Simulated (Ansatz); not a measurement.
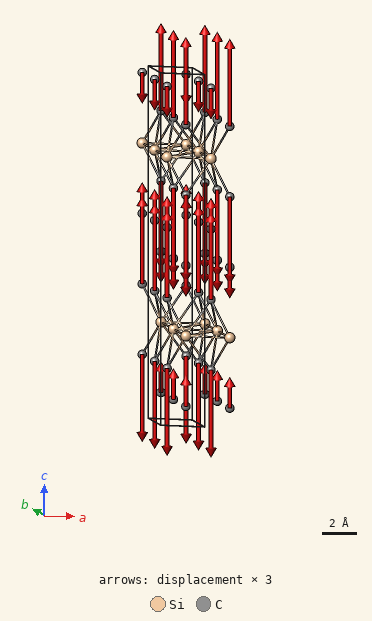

A relaxation of solid SiC4 (a generated structure, set up in P6_3/mmc) (coarse preliminary run). The starting structure is drawn; red arrows show the displacements (the part carried along by the change of the cell is left out), 3 times their true length.

Style: ball-and-stick. Shown: the cell of the calculation, repeated 2 × 3 × 1 with one cell outlined, slightly off an axis.

Method: DFT PBE, scalar-relativistic, plane waves, PAW in Ansatz 0.2.0. (plane-wave cutoff 420 eV; k-point mesh 6 × 6 × 1; occupations gaussian; smearing width 0.1 eV; no spin polarisation; cell and atoms relaxed; force threshold 0.04 eV/Å; at most 70 steps)

What happened in the run?

The energy falls by 4160 meV per atom in 21 accepted moves (23 points after the start). Largest force component: 0.065 eV/Å at the start, 0.0023 eV/Å at the end. The pressure goes from −24.64 to 0.16 GPa. At 2 points the geometry stayed and the basis and grid were re-selected for the new cell (energy shift of 1.6 meV per atom at most each time). The largest moves relative to the cell, 1.76 Å, are those of C atoms. Si stays in place. The volume changes by −4.8 %, with a = b 2.689 → 2.471 Å (−8.1 %), c 21.220 → 23.928 Å (+12.8 %). Near-neighbour distances that change, for instance: C–Si 2.629 → 4.394 Å, C–C 2.629 → 1.426 Å, Si–Si 2.689 → 2.471 Å. New bonds form: C–C (2.63 → 1.43 Å). The space group stays P6_3/mmc (No. 194).

Limits of the set-up: the k-point mesh is coarse for a cell with partly filled bands.
